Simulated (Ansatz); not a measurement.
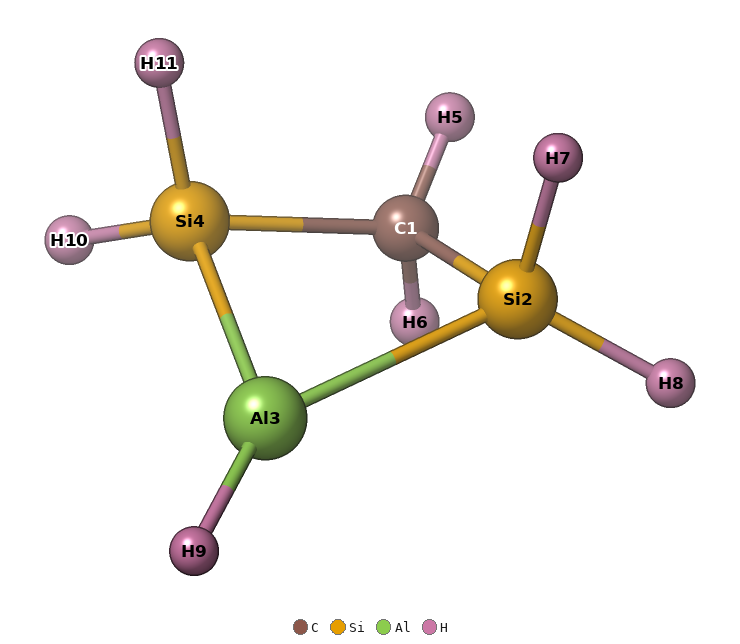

Depth is shown by fading: the farther an atom, the more it takes the colour of the background. The computed structure is the end point of a PBE0-D4/def2-TZVP optimisation.

How is the 4-membered ring C1–Si2–Al3–Si4 puckered?

It is puckered (butterfly). The Cremer–Pople amplitude Q is 0.39 Å.

Give the torsion angles round the ring, beginning with the bond from its second to its third atom.

−19°, 19°, −24°, 24°.
